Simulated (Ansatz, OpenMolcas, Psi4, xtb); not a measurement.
## Ligand exchange: HBr + CH2F2 → H2 + CHBrF2

Species: HBr (hydrogen bromide), singlet; CH2F2 (difluoromethane) `FCF`, singlet; H2 (hydrogen), singlet; CHBrF2 (bromodifluoromethane) `FC(F)Br`, singlet. The partners trade Br for H: H–Br and C–H bonds give way to H–H and C–Br.

Shapes, held fixed at every level: PBE0-D4/def2-TZVP. Programs: Ansatz 0.2.0, OpenMolcas 26.06, Psi4 1.11, xtb 6.7.1. A level may come from different programs for different species; with the same settings they agree closely. The zero-point and thermal change to 298 K, harmonic and unscaled (PBE0-D4/def2-TZVP), is -13.6 kJ/mol.

```json
{"level": "GFN2-xTB", "kind": "semi-empirical", "ΔH(298 K) (kJ/mol)": "+90.5", "less CCSD(T)/def2-TZVPP": "+24.5"}
{"level": "HF/def2-SVP", "kind": "Hartree–Fock", "ΔH(298 K) (kJ/mol)": "+104.0", "less CCSD(T)/def2-TZVPP": "+38.0"}
{"level": "PBE-D4/def2-TZVPP", "kind": "GGA", "ΔH(298 K) (kJ/mol)": "+48.6", "less CCSD(T)/def2-TZVPP": "-17.4"}
{"level": "B3LYP/6-31G* (Cartesian functions)", "kind": "global hybrid", "ΔH(298 K) (kJ/mol)": "+47.8", "less CCSD(T)/def2-TZVPP": "-18.2"}
{"level": "wB97M-V/def2-TZVPP", "kind": "range-separated hybrid", "ΔH(298 K) (kJ/mol)": "+60.1", "less CCSD(T)/def2-TZVPP": "-5.9"}
{"level": "wB97X-V/def2-TZVPP", "kind": "range-separated hybrid", "ΔH(298 K) (kJ/mol)": "+61.6", "less CCSD(T)/def2-TZVPP": "-4.4"}
{"level": "CCSD(T)/def2-SVP", "kind": "coupled cluster or CI", "ΔH(298 K) (kJ/mol)": "+78.0", "less CCSD(T)/def2-TZVPP": "+12.0"}
{"level": "CCSD(T)/def2-TZVPP", "kind": "coupled cluster or CI", "ΔH(298 K) (kJ/mol)": "+66.0", "less CCSD(T)/def2-TZVPP": "0.0"}
```

The highest level, CCSD(T)/def2-TZVPP, gives ΔH(298 K) = +66.0 kJ/mol; the levels span +47.8 to +104.0. The column of differences is taken from that level and isn't an error. No measured value is set beside it here. Relativity is left out for Br. Outer-core shells of Br are correlated, in sets that cover them unevenly.

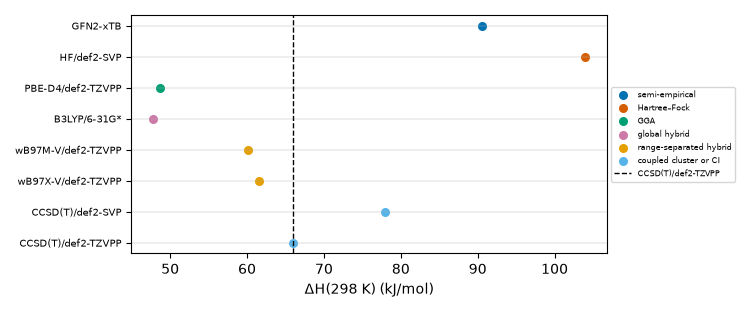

The values of the table, level by level.
